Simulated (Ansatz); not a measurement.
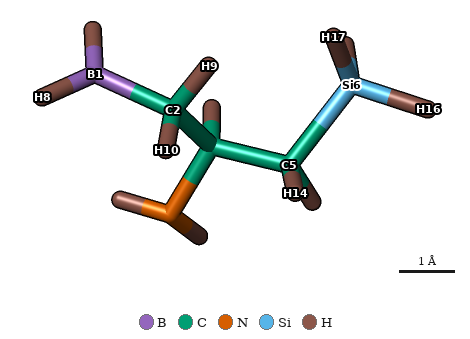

*The input geometry (stick view, seen at a tilt; atoms are numbered from 1 in the order of the input).*

**C3H12BNSi: geometry relaxation (part 1 of 2)**

C3H12BNSi, computed with UKS B3LYP/STO-3G (Ansatz 0.2.0).

It belongs to a series of runs on one base structure; here: start relaxed. Figures and captions count atoms from 1; the log counts them from 0 in places.

The program's output:
```
The last accepted step is kept in [file] (removed where the run ends without a failure and the disk answers)
Engine: ansatz 0.2.0, aarch64-unknown-linux-gnu
Functional definition: B3LYP
  parameter a0 = 0.2
  parameter ax = 0.72
  parameter ac = 0.81
  exchange = (1 - a0 - ax)*slater_x + ax*b88_x + a0*exact_x
  correlation = (1 - ac)*vwn_rpa_c + ac*lyp_c
681 factors; integrals over basis functions are off by at most 1.4e-5 eV
mean field evaluation 1: about -13190.5230 eV, gradient 1.5e1 eV
mean field evaluation 2: about -13190.9110 eV, gradient 1.3e1 eV
mean field evaluation 4: about -13191.9682 eV, gradient 2.9e-1 eV
mean field evaluation 8: about -13191.8727 eV, gradient 2.4e-2 eV
mean field -13191.87267711 eV, -484.7923791112 hartree, gradient 4.7e-5 eV, S^2 0.000000; 0 other end points of the search recorded, 0 dependent functions left out
the calculation of the forces begins
reference -13191.87290660 eV, -484.7923875450 hartree; 28, 28 occupied and 18, 18 virtual orbitals, 681 factors
relax step   1: F+E_penalty+E_count = -13191.87267711 eV  Δ(F+E_penalty+E_count) = +0.000e0 eV  max|allowed force component| = 3.834e0 eV/Å  Δτ_max = 0.0000 Å  (24 SCF iters, accepted)
these checks for a lower state are left out or cut short: starts, cluster_reference, orbital_swaps, neighbouring_geometries, increment
681 factors; integrals over basis functions are off by at most 2.2e-5 eV
mean field evaluation 16: about -13192.3031 eV, gradient 1.2e-1 eV
mean field -13192.20659652 eV, -484.8046504234 hartree, gradient 1.3e-5 eV, S^2 0.000000; 0 other end points of the search recorded, 0 dependent functions left out
[... from here on the field's lines of each further geometry are left out, up to the last ...]
relax step   2: F+E_penalty+E_count = -13192.20659652 eV  Δ(F+E_penalty+E_count) = -3.339e-1 eV  max|allowed force component| = 1.407e0 eV/Å  Δτ_max = 0.1474 Å  (26 SCF iters, accepted)
relax step   3: F+E_penalty+E_count = -13192.36569642 eV  Δ(F+E_penalty+E_count) = -1.591e-1 eV  max|allowed force component| = 4.814e-1 eV/Å  Δτ_max = 0.1038 Å  (25 SCF iters, accepted)
relax step   4: F+E_penalty+E_count = -13192.38151515 eV  Δ(F+E_penalty+E_count) = -1.582e-2 eV  max|allowed force component| = 5.105e-1 eV/Å  Δτ_max = 0.2000 Å  (25 SCF iters, accepted)
relax step   5: F+E_penalty+E_count = -13192.39456414 eV  Δ(F+E_penalty+E_count) = -1.305e-2 eV  max|allowed force component| = 1.562e-1 eV/Å  Δτ_max = 0.0603 Å  (25 SCF iters, accepted)
relax step   6: F+E_penalty+E_count = -13192.40369390 eV  Δ(F+E_penalty+E_count) = -9.130e-3 eV  max|allowed force component| = 8.379e-2 eV/Å  Δτ_max = 0.0956 Å  (25 SCF iters, accepted)
relax step   7: F+E_penalty+E_count = -13192.40888133 eV  Δ(F+E_penalty+E_count) = -5.187e-3 eV  max|allowed force component| = 4.403e-1 eV/Å  Δτ_max = 0.1950 Å  (25 SCF iters, accepted)
relax step   8: F+E_penalty+E_count = -13192.42147323 eV  Δ(F+E_penalty+E_count) = -1.259e-2 eV  max|allowed force component| = 1.723e-1 eV/Å  Δτ_max = 0.2000 Å  (25 SCF iters, accepted)
relax step   9: F+E_penalty+E_count = -13192.31152682 eV  Δ(F+E_penalty+E_count) = +1.099e-1 eV  max|allowed force component| = 8.519e-1 eV/Å  Δτ_max = 0.1999 Å  (25 SCF iters, rejected (line search))
relax step  10: F+E_penalty+E_count = -13192.43305710 eV  Δ(F+E_penalty+E_count) = -1.158e-2 eV  max|allowed force component| = 1.171e-1 eV/Å  Δτ_max = 0.0998 Å  (24 SCF iters, accepted)
relax step  11: F+E_penalty+E_count = -13192.43030561 eV  Δ(F+E_penalty+E_count) = +2.751e-3 eV  max|allowed force component| = 4.006e-1 eV/Å  Δτ_max = 0.0990 Å  (24 SCF iters, rejected (line search))
relax step  12: F+E_penalty+E_count = -13192.43652447 eV  Δ(F+E_penalty+E_count) = -3.467e-3 eV  max|allowed force component| = 6.607e-2 eV/Å  Δτ_max = 0.0495 Å  (25 SCF iters, accepted)
relax step  13: F+E_penalty+E_count = -13192.43897845 eV  Δ(F+E_penalty+E_count) = -2.454e-3 eV  max|allowed force component| = 4.937e-2 eV/Å  Δτ_max = 0.0496 Å  (25 SCF iters, accepted)
relax step  14: F+E_penalty+E_count = -13192.44037753 eV  Δ(F+E_penalty+E_count) = -1.399e-3 eV  max|allowed force component| = 1.150e-1 eV/Å  Δτ_max = 0.0729 Å  (24 SCF iters, accepted)
relax step  15: F+E_penalty+E_count = -13192.43545887 eV  Δ(F+E_penalty+E_count) = +4.919e-3 eV  max|allowed force component| = 2.546e-1 eV/Å  Δτ_max = 0.1125 Å  (25 SCF iters, rejected (line search))
relax step  16: F+E_penalty+E_count = -13192.44230045 eV  Δ(F+E_penalty+E_count) = -1.923e-3 eV  max|allowed force component| = 2.907e-2 eV/Å  Δτ_max = 0.0562 Å  (25 SCF iters, accepted)
relax step  17: F+E_penalty+E_count = -13192.44251742 eV  Δ(F+E_penalty+E_count) = -2.170e-4 eV  max|allowed force component| = 6.604e-2 eV/Å  Δτ_max = 0.0563 Å  (25 SCF iters, accepted)
relax step  18: F+E_penalty+E_count = -13192.44332158 eV  Δ(F+E_penalty+E_count) = -8.042e-4 eV  max|allowed force component| = 4.565e-2 eV/Å  Δτ_max = 0.0406 Å  (25 SCF iters, accepted)
relax step  19: F+E_penalty+E_count = -13192.43951394 eV  Δ(F+E_penalty+E_count) = +3.808e-3 eV  max|allowed force component| = 2.554e-1 eV/Å  Δτ_max = 0.0809 Å  (25 SCF iters, rejected (line search))
relax step  20: F+E_penalty+E_count = -13192.44354693 eV  Δ(F+E_penalty+E_count) = -2.254e-4 eV  max|allowed force component| = 4.197e-2 eV/Å  Δτ_max = 0.0236 Å  (21 SCF iters, accepted)
the calculation of the forces begins
reference -13192.44401283 eV, -484.8133753116 hartree; 28, 28 occupied and 18, 18 virtual orbitals, 682 factors
relax step  21: F+E_penalty+E_count = -13192.44378454 eV  Δ(F+E_penalty+E_count) = -2.376e-4 eV  max|allowed force component| = 1.090e-2 eV/Å  Δτ_max = 0.0160 Å  (21 SCF iters, accepted)
682 factors; integrals over basis functions are off by at most 1.6e-5 eV
mean field evaluation 160: about -13192.4432 eV, gradient 2.9e-1 eV
```

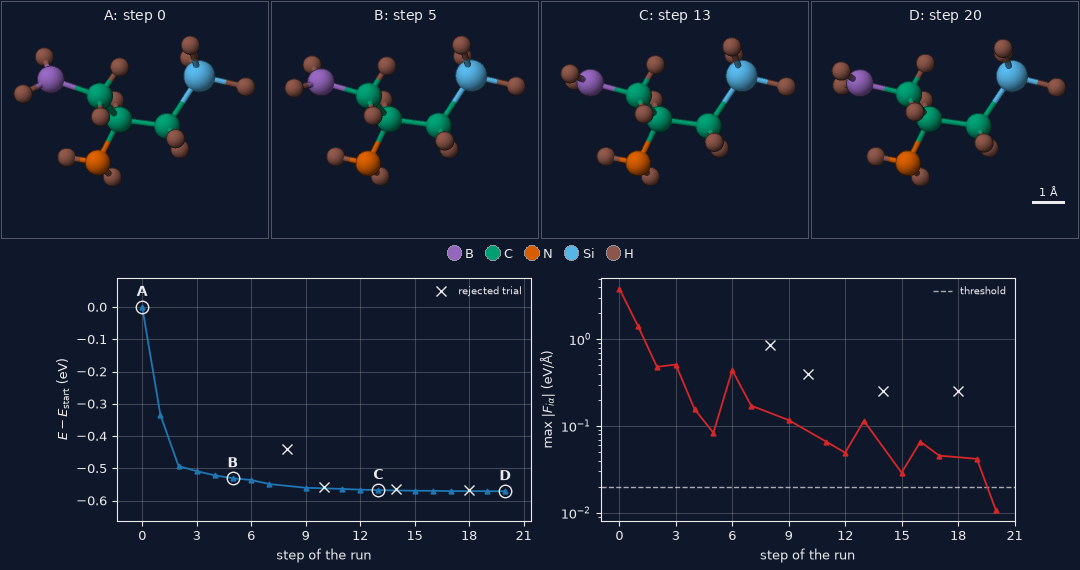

*Frames of the relaxation (ball-and-stick view, seen at a tilt) above the curves, on which the letters mark them (the first geometry is step 0 here and step 1 in the log).*

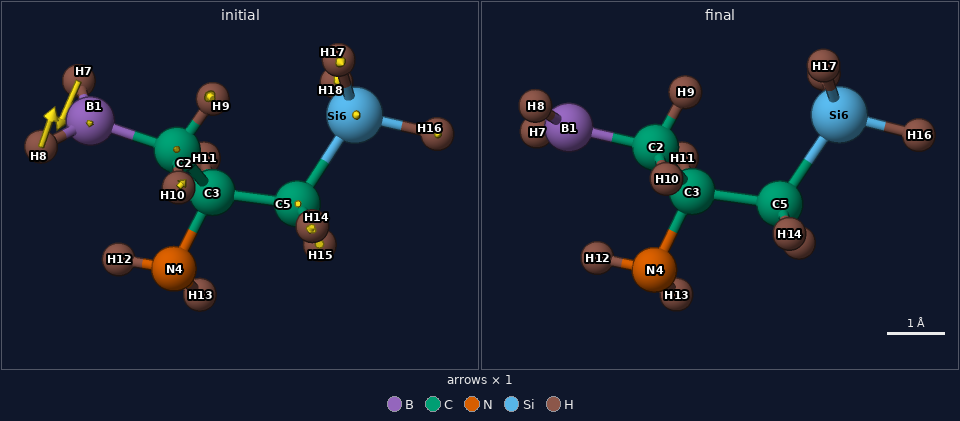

*Before (left) and after (right) the relaxation, at one scale (ball-and-stick view, seen at a tilt). The yellow arrows give the displacements, at true length.*

H7 moves most after the best rigid fit: 0.98 Å. By element the largest moves are H 0.98 Å, Si 0.15 Å, B 0.12 Å, C 0.09 Å, N 0.04 Å. Among the contacts that change: N4–H13 1.155 → 1.063 Å, B1–C2 1.627 → 1.570 Å, Si6–H16 1.493 → 1.444 Å, N4–H12 1.018 → 1.064 Å. Among the angles that change: C3–C5–H14 114.2° → 108.2°, C2–B1–H7 117.4° → 121.8°, H7–B1–H8 122.6° → 118.5°. Over 20 geometry steps the energy falls by 0.571 eV. Largest force component: 3.8 eV/Å at the start, 0.011 eV/Å at the end. The line search rejected the trial steps at points 8, 10, 14, 18 (counted from 0) and went back. (Atoms are counted from 1 in the order of the input.)

```
mean field -13192.44378454 eV, -484.8133669224 hartree, gradient 1.8e-5 eV, S^2 0.000000; 1 other end points of the search recorded, 0 dependent functions left out
the calculation of the forces begins
reference -13192.44401283 eV, -484.8133753116 hartree; 28, 28 occupied and 18, 18 virtual orbitals, 682 factors
Total energy: -13192.44401283 eV, -484.8133753116 hartree
Atom 0 at     1.575818    -1.677131    -1.268729 Å, force    -0.008898     0.010898     0.005416 eV/Å
Atom 1 at     1.053357    -0.720893    -0.138140 Å, force     0.007921    -0.009837    -0.004929 eV/Å
Atom 2 at    -0.095602     0.271330    -0.531475 Å, force    -0.005789    -0.001912    -0.006912 eV/Å
Atom 3 at     0.469786     1.242602    -1.572021 Å, force    -0.002689     0.002326     0.007080 eV/Å
Atom 4 at    -0.616389     1.114438     0.682785 Å, force    -0.001118     0.002134    -0.001982 eV/Å
Atom 5 at    -1.522671     0.133497     2.015487 Å, force     0.000546     0.000017    -0.004891 eV/Å
Atom 6 at     0.977791    -1.838190    -2.268241 Å, force     0.000898    -0.000590    -0.002221 eV/Å
Atom 7 at     2.568982    -2.283730    -1.105751 Å, force     0.001693    -0.003053     0.001882 eV/Å
Atom 8 at     0.698933    -1.383341     0.679310 Å, force     0.001563     0.000028     0.001543 eV/Å
Atom 9 at     1.890296    -0.148593     0.300860 Å, force    -0.001685    -0.000232     0.001788 eV/Å
Atom 10 at    -0.943469    -0.322437    -0.946619 Å, force     0.003118     0.002046     0.001223 eV/Å
Atom 11 at     0.645501     0.636472    -2.428592 Å, force    -0.000845    -0.003539    -0.001505 eV/Å
Atom 12 at    -0.371478     1.813141    -1.883916 Å, force     0.001643     0.001499    -0.001144 eV/Å
Atom 13 at     0.238866     1.651656     1.120220 Å, force    -0.000593     0.001450     0.001593 eV/Å
Atom 14 at    -1.299137     1.885556     0.290297 Å, force     0.000028    -0.000361     0.001725 eV/Å
Atom 15 at    -2.070369     1.042865     2.994915 Å, force     0.001435     0.000113    -0.001295 eV/Å
Atom 16 at    -0.633358    -0.785322     2.686591 Å, force     0.000398    -0.000180     0.001624 eV/Å
Atom 17 at    -2.604056    -0.620618     1.424818 Å, force     0.002374    -0.000806     0.001005 eV/Å
Dipole moment:    -0.270828    -0.104124    -0.004444 e Å
```

Trajectory as extended XYZ (Å, eV, eV/Å), 21 frames, from step=1 to step=21:
```
18
Properties=species:S:1:pos:R:3:forces:R:3 step=1 energy=-13191.87268
B     1.5120   -1.7726   -1.2211   -0.5532   1.5504   0.6345
C     1.1101   -0.6681   -0.0954    1.5956  -1.6001   0.1839
C    -0.0651    0.2891   -0.5197    1.7728  -0.4502   0.4856
N     0.5089    1.2222   -1.5494   -2.9539   3.8341   0.7433
C    -0.5267    1.0947    0.6906   -0.7626   0.9658   1.6292
Si   -1.5923    0.1071    1.8841   -0.5396  -0.0829   0.9655
H     0.6659   -2.4836   -1.6048    0.0843  -0.3454  -0.1192
H     2.5842   -1.7385   -1.7124   -0.1310  -0.3494   0.1123
H     0.8381   -1.2297    0.8491   -0.0366   0.4410  -0.8279
H     2.0287   -0.0769    0.1682   -0.9464  -0.0492  -0.1834
H    -0.8973   -0.3047   -0.8874   -0.8155  -0.6304  -0.4858
H     0.7018    0.6709   -2.3837    0.1884  -1.3453  -1.9186
H    -0.4143    1.8472   -1.8502    2.7189  -1.6683   0.4853
H     0.3039    1.5446    1.2844   -0.1780  -0.2766  -0.7620
H    -1.1669    1.9280    0.3660    0.1448   0.1955  -0.2506
H    -2.1519    1.0183    2.9254    0.3981  -0.6923  -0.8030
H    -0.7781   -0.9122    2.5567   -0.4403   0.3073  -0.2463
H    -2.6982   -0.5245    1.1514    0.4543   0.1960   0.3573
18
Properties=species:S:1:pos:R:3:forces:R:3 step=2 energy=-13192.20660
B     1.4863   -1.6895   -1.3175    1.1639  -1.2161   1.4069
C     1.1577   -0.6800   -0.1262    0.0316   0.3731  -0.5258
C    -0.0240    0.2978   -0.4954   -0.4416  -0.2548  -0.1878
N     0.4897    1.2815   -1.5408   -0.0207   0.4685  -0.2026
C    -0.5706    1.1070    0.7155    0.1892   0.3607   0.4590
Si   -1.6135    0.1144    1.9414   -0.0744  -0.0793  -0.0309
H     0.7100   -2.5460   -1.6015   -0.0355   0.7257  -0.3332
H     2.6291   -1.8676   -1.6573   -0.8892   0.4761  -0.2031
H     0.8440   -1.2795    0.7578    0.0569   0.0317  -0.2768
H     2.0106   -0.0444    0.1818   -0.0736  -0.2933  -0.0959
H    -0.8532   -0.3227   -0.8975   -0.1616  -0.0601  -0.1059
H     0.6615    0.7005   -2.4095    0.1100  -0.1924  -0.1542
H    -0.3532    1.8646   -1.8516    0.1763  -0.2719   0.3242
H     0.2877    1.5776    1.2272   -0.1174  -0.0811   0.0052
H    -1.1759    1.9466    0.3292   -0.0355  -0.1564  -0.0072
H    -2.1645    0.9993    2.9417    0.0312   0.0128  -0.0112
H    -0.8528   -0.9193    2.6095    0.0576   0.1008  -0.0573
H    -2.7061   -0.5289    1.2450    0.0327   0.0560  -0.0034
18
Properties=species:S:1:pos:R:3:forces:R:3 step=3 energy=-13192.36570
B     1.5214   -1.7438   -1.2364    0.0571  -0.0481  -0.2314
C     1.1508   -0.6757   -0.1218    0.1017  -0.2333  -0.1133
C    -0.0386    0.2905   -0.5049   -0.0699  -0.1918  -0.1921
N     0.4954    1.2752   -1.5434    0.1401   0.0358  -0.2049
C    -0.5710    1.1065    0.7179    0.0403   0.1267   0.1665
Si   -1.6103    0.1127    1.9433    0.0087  -0.0173  -0.0550
H     0.6882   -2.4939   -1.6495    0.3297   0.4069   0.2038
H     2.6256   -1.8396   -1.6787   -0.4814   0.0297   0.2578
H     0.8264   -1.2590    0.7638    0.0221   0.0371   0.0238
H     2.0037   -0.0483    0.1866   -0.0353  -0.0898  -0.0209
H    -0.8728   -0.3259   -0.9133   -0.0230  -0.0057  -0.0203
H     0.6741    0.6890   -2.4156    0.0098   0.0050   0.0995
H    -0.3452    1.8497   -1.8460   -0.0800  -0.0097   0.0822
H     0.2884    1.5744    1.2244   -0.0367  -0.0398   0.0017
H    -1.1839    1.9392    0.3323   -0.0136  -0.0742  -0.0099
H    -2.1533    0.9978    2.9450   -0.0016   0.0273   0.0321
H    -0.8336   -0.9122    2.6016    0.0354   0.0309  -0.0159
H    -2.7028   -0.5254    1.2463   -0.0034   0.0103  -0.0039
18
Properties=species:S:1:pos:R:3:forces:R:3 step=4 energy=-13192.38151
B     1.5256   -1.7028   -1.2561   -0.5105  -0.0659   0.3053
C     1.1470   -0.6859   -0.1205   -0.0002   0.1633  -0.0986
C    -0.0393    0.2774   -0.5130   -0.0478  -0.0064   0.3857
N     0.4865    1.2855   -1.5384   -0.2112  -0.0676  -0.1735
C    -0.5751    1.0995    0.7197   -0.0348  -0.0346  -0.2936
Si   -1.5997    0.1185    1.9558    0.0087  -0.0804   0.0406
H     0.6561   -2.3221   -1.7467    0.0522  -0.0183  -0.1674
H     2.6241   -1.8960   -1.5831    0.3683  -0.0547  -0.1371
H     0.8102   -1.2815    0.7534    0.0716  -0.0158  -0.0524
H     1.9968   -0.0678    0.2047    0.0031   0.0139   0.1034
H    -0.8805   -0.3322   -0.9220    0.1044  -0.0047  -0.0228
H     0.7753    0.6892   -2.3770   -0.0886   0.0766   0.0682
H    -0.4083    1.7452   -1.8982    0.2467   0.0267  -0.0363
H     0.2785    1.5828    1.2165    0.0085   0.0329  -0.0187
H    -1.2086    1.9056    0.3142    0.0482   0.0564   0.0581
H    -2.1190    1.0074    2.9679   -0.0071   0.0096   0.0110
H    -0.8002   -0.8977    2.5994   -0.0236  -0.0186   0.0015
H    -2.7066   -0.5138    1.2752    0.0121  -0.0123   0.0264
18
Properties=species:S:1:pos:R:3:forces:R:3 step=5 energy=-13192.39456
B     1.5198   -1.7142   -1.2430    0.0845   0.1562   0.1236
C     1.1463   -0.6828   -0.1160    0.0104   0.0274  -0.0474
C    -0.0402    0.2794   -0.5097   -0.0496   0.0085   0.1043
N     0.4933    1.2734   -1.5462   -0.0588  -0.0541  -0.1267
C    -0.5765    1.1039    0.7151    0.0056  -0.0148  -0.1224
Si   -1.5991    0.1148    1.9513   -0.0027  -0.0215   0.0117
H     0.6681   -2.3502   -1.7293   -0.1391  -0.1162  -0.1496
H     2.6259   -1.8800   -1.6008    0.0214  -0.0276   0.0275
H     0.8119   -1.2777    0.7580    0.0200  -0.0109   0.0072
H     1.9958   -0.0653    0.2126    0.0026  -0.0049   0.0332
H    -0.8756   -0.3350   -0.9210    0.0396  -0.0011  -0.0020
H     0.7249    0.6742   -2.3992   -0.0497   0.0656   0.0811
H    -0.3765    1.7924   -1.8782    0.1004  -0.0249   0.0140
H     0.2793    1.5838    1.2124    0.0021   0.0128   0.0022
H    -1.2039    1.9183    0.3167    0.0095   0.0057   0.0220
H    -2.1239    1.0015    2.9624   -0.0028   0.0081   0.0160
H    -0.8040   -0.9040    2.5960    0.0066  -0.0021  -0.0022
H    -2.7029   -0.5213    1.2704    0.0001  -0.0063   0.0075
18
Properties=species:S:1:pos:R:3:forces:R:3 step=6 energy=-13192.40369
B     1.5238   -1.6938   -1.2479    0.0446  -0.0052   0.0117
C     1.1396   -0.6851   -0.1088   -0.0690   0.0229   0.0139
C    -0.0446    0.2762   -0.5061    0.0222  -0.0068   0.0380
N     0.5007    1.2504   -1.5558   -0.0761   0.0050  -0.0295
C    -0.5823    1.1089    0.7097    0.0084   0.0025  -0.0838
Si   -1.5913    0.1182    1.9570   -0.0064  -0.0116   0.0103
H     0.6700   -2.2839   -1.7981   -0.0063  -0.0141  -0.0682
H     2.6399   -1.8934   -1.5549    0.0035  -0.0364   0.0194
H     0.7964   -1.2974    0.7502    0.0230  -0.0192   0.0064
H     1.9844   -0.0749    0.2442    0.0080   0.0043   0.0179
H    -0.8777   -0.3421   -0.9150    0.0156   0.0028   0.0000
H     0.7024    0.6406   -2.4071   -0.0277   0.0277   0.0412
H    -0.3571    1.7916   -1.8790    0.0433   0.0036  -0.0061
H     0.2712    1.5984    1.2015    0.0059   0.0144   0.0023
H    -1.2170    1.9159    0.3084    0.0027   0.0068   0.0120
H    -2.1102    1.0027    2.9737    0.0019   0.0044   0.0050
H    -0.7868   -0.8982    2.5935    0.0071   0.0011   0.0015
H    -2.6985   -0.5229    1.2862   -0.0006  -0.0024   0.0080
18
Properties=species:S:1:pos:R:3:forces:R:3 step=7 energy=-13192.40888
B     1.5412   -1.6674   -1.2582   -0.0009  -0.2973  -0.3308
C     1.1261   -0.6978   -0.0995   -0.1673   0.0859   0.0768
C    -0.0517    0.2676   -0.5017    0.0338   0.0357  -0.0288
N     0.4987    1.2245   -1.5669   -0.0130  -0.0363   0.0438
C    -0.5923    1.1170    0.6984    0.0087  -0.0157   0.0011
Si   -1.5764    0.1286    1.9689   -0.0016   0.0074   0.0083
H     0.6909   -2.1531   -1.9413    0.4403   0.1921   0.2561
H     2.6759   -1.9463   -1.4524   -0.3054  -0.0065   0.0194
H     0.7673   -1.3432    0.7309    0.0341   0.0083  -0.0344
H     1.9608   -0.1004    0.3008   -0.0039  -0.0274  -0.0209
H    -0.8836   -0.3539   -0.9070   -0.0090   0.0034   0.0017
H     0.6643    0.6027   -2.4164   -0.0048   0.0233   0.0079
H    -0.3470    1.7884   -1.8776   -0.0273   0.0170  -0.0125
H     0.2576    1.6260    1.1773   -0.0002   0.0078  -0.0019
H    -1.2410    1.9087    0.2890    0.0066  -0.0055   0.0043
H    -2.0817    1.0130    2.9930    0.0046   0.0022  -0.0049
H    -0.7542   -0.8813    2.5934    0.0002   0.0039   0.0055
H    -2.6921   -0.5218    1.3210    0.0051   0.0016   0.0094
18
Properties=species:S:1:pos:R:3:forces:R:3 step=8 energy=-13192.42147
B     1.5726   -1.7138   -1.2416    0.0170   0.1723   0.0597
C     1.1240   -0.7002   -0.1201   -0.0933   0.0220  -0.1191
C    -0.0536    0.2694   -0.5211    0.0210  -0.0114   0.0132
N     0.4653    1.2528   -1.5777    0.0185  -0.0527   0.0270
C    -0.5864    1.1091    0.6914    0.0140   0.0145  -0.0575
Si   -1.5677    0.1291    1.9681    0.0006  -0.0175   0.0072
H     0.7793   -2.1302   -2.0074    0.0839   0.0034   0.0386
H     2.6885   -2.0879   -1.3119   -0.1384  -0.0112   0.0255
H     0.7611   -1.3302    0.7210    0.0423  -0.0306  -0.0331
H     1.9582   -0.1045    0.2854    0.0128  -0.0237  -0.0389
H    -0.8859   -0.3514   -0.9253   -0.0324  -0.0057   0.0070
H     0.5486    0.6709   -2.4651    0.0395  -0.0283   0.0011
H    -0.3798    1.8587   -1.8027    0.0254  -0.0238  -0.0066
H     0.2678    1.6156    1.1650    0.0105   0.0014   0.0103
H    -1.2306    1.9056    0.2839   -0.0215  -0.0092   0.0485
H    -2.0780    1.0218    2.9824    0.0086   0.0009   0.0006
H    -0.7409   -0.8715    2.6013   -0.0041   0.0034   0.0127
H    -2.6799   -0.5320    1.3260   -0.0044  -0.0037   0.0040
```
